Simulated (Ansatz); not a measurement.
NbHO₃ (charge +1): single-point calculation

- system: NbHO₃, charge +1, multiplicity 2
- method: UHF-CCSD(T), frozen core/def2-TZVPP (Ansatz 0.2.0)

The geometry comes from this level: B3LYP-D4/def2-TZVP.

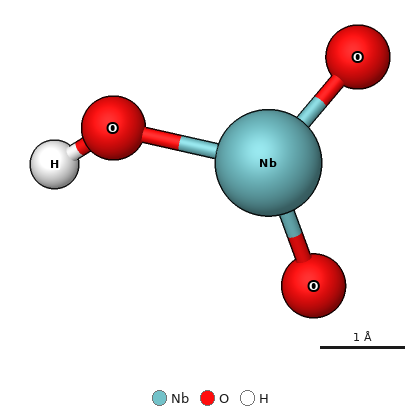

The structure (ball-and-stick view, seen on its broad side). Sticks mark near contacts.

**Results in brief**

```tsv
quantity	value
outcome	converged
total energy	−7688.9964 eV
mean-field energy	−7657.4899 eV
CCSD correlation	−29.7930 eV
(T) correction	−1.7135 eV
T1 diagnostic	0.052
⟨S²⟩	1.162
SCF solution under orbital rotations	stable
HOMO (either spin)	−18.43 eV
LUMO (either spin)	−6.73 eV
hardware	2 threads of Arm Neoverse V2, 23 GiB of memory available, shared host
wall time	4.7 min (CPU time 9.4 min)
peak memory	3.9 GiB
```

⟨S²⟩ is 1.16 against 0.75 for a pure state: the solution is spin-contaminated.

**The input**
```yaml
crystal:
  periodic: [false, false, false]
  atoms:
    - {symbol: Nb, position_ang: [0.667548, -0.297921, 0.052123]}
    - {symbol: O, position_ang: [0.450854, -0.567260, 1.741594]}
    - {symbol: O, position_ang: [0.545348, -1.813409, -0.764280]}
    - {symbol: O, position_ang: [-0.490853, 1.054199, -0.696035]}
    - {symbol: H, position_ang: [-1.172887, 1.624401, -0.333402]}
basis:
  gaussian: {orbitals: def2-TZVPP, initial_orbitals: start.molden}
total_charge: 1
magnetization: {spin_polarized: true, initial_magnetization: 1}
correlation: {method: ccsd_t}
scf: {omitted_lower_state_checks: [starts, cluster_reference]}
output: {orbitals: {seedname: orbitals}}
```

Command:
```bash
ansatz run in.yaml --threads 2 --pin off --events-out ev --progress --plain --max-ram 4352MiB
```

**What the program printed**
```
Functional definition: HF
  name "HF"
  cite "Fock, Z. Phys. 61, 126 (1930) doi:10.1007/BF01340294"
  parent pbe
  exchange = exact_x
  correlation = 0
these checks for a lower state are left out or cut short: starts, cluster_reference
1082 factors; integrals over basis functions are off by at most 5.4e-4 eV
mean field evaluation 1: about -7655.5005 eV, gradient 2.1e1 eV
mean field evaluation 2: about -7657.3369 eV, gradient 2.3e0 eV
mean field evaluation 4: about -7657.4807 eV, gradient 4.4e-2 eV
mean field evaluation 8: about -7657.4899 eV, gradient 1.9e-6 eV
mean field -7657.48985714 eV, -281.4075618170 hartree, gradient 2.1e-6 eV, S^2 1.162230; 0 other end points of the search recorded, 0 dependent functions left out
3 core orbitals not correlated: weight in the atoms' cores, before any rotation towards them, 1.000 or more for the frozen orbitals, at most 0.000 for the correlated occupied ones
reference -7657.48985714 eV, -281.4075618170 hartree; 16, 15 occupied and 144, 145 virtual orbitals, 1082 factors
second order -29.44480104 eV of doubles, -0.00000000 eV of singles
cycle   1  -27.74938152 eV  change     1.7e0 eV  update   2.6e-1
cycle   2  -29.09723529 eV  change    -1.3e0 eV  update   1.3e-1
cycle   3  -29.64397111 eV  change   -5.5e-1 eV  update   7.4e-2
cycle   4  -29.79014458 eV  change   -1.5e-1 eV  update   3.8e-2
cycle   5  -29.75710683 eV  change    3.3e-2 eV  update   1.4e-2
cycle   6  -29.77441359 eV  change   -1.7e-2 eV  update   8.1e-3
cycle   7  -29.79000840 eV  change   -1.6e-2 eV  update   4.2e-3
cycle   8  -29.79053490 eV  change   -5.3e-4 eV  update   2.9e-3
cycle   9  -29.79252056 eV  change   -2.0e-3 eV  update   1.8e-3
cycle  10  -29.79439524 eV  change   -1.9e-3 eV  update   1.2e-3
cycle  11  -29.79196199 eV  change    2.4e-3 eV  update   8.4e-4
cycle  12  -29.79237468 eV  change   -4.1e-4 eV  update   5.4e-4
cycle  13  -29.79250744 eV  change   -1.3e-4 eV  update   3.3e-4
cycle  14  -29.79263186 eV  change   -1.2e-4 eV  update   2.3e-4
cycle  15  -29.79307426 eV  change   -4.4e-4 eV  update   1.6e-4
cycle  16  -29.79308034 eV  change   -6.1e-6 eV  update   1.3e-4
cycle  17  -29.79303427 eV  change    4.6e-5 eV  update   9.9e-5
cycle  18  -29.79302101 eV  change    1.3e-5 eV  update   7.6e-5
cycle  19  -29.79301576 eV  change    5.2e-6 eV  update   4.6e-5
cycle  20  -29.79302736 eV  change   -1.2e-5 eV  update   2.8e-5
cycle  21  -29.79304748 eV  change   -2.0e-5 eV  update   1.9e-5
```

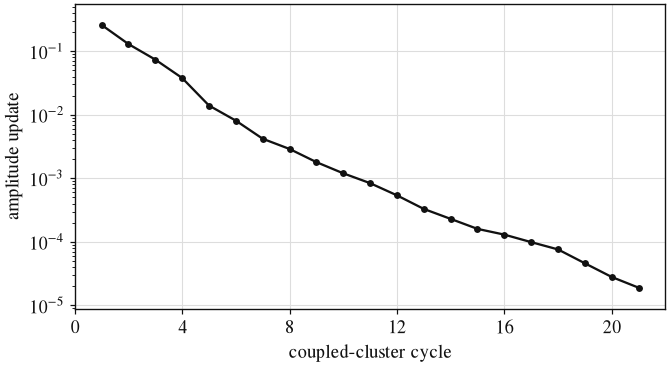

Convergence of the coupled-cluster equations: amplitude update against the coupled-cluster cycle. The residual falls at every step.

```
perturbative correction -1.71345218 eV, -0.0629682062 hartree
Total energy: -7688.99635681 eV, -282.5654043238 hartree
Checks for a lower state left out: starts, cluster_reference
```

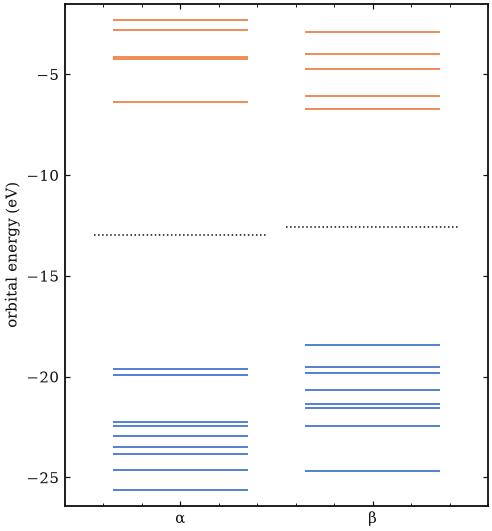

Orbital energies near the frontier for α and β spins; the dotted line parts filled from empty levels, and levels within 0.02 eV of each other stand side by side. α: highest filled −19.61 eV, lowest empty −6.39 eV, 13.22 eV apart; β: highest filled −18.43 eV, lowest empty −6.73 eV, 11.70 eV apart.
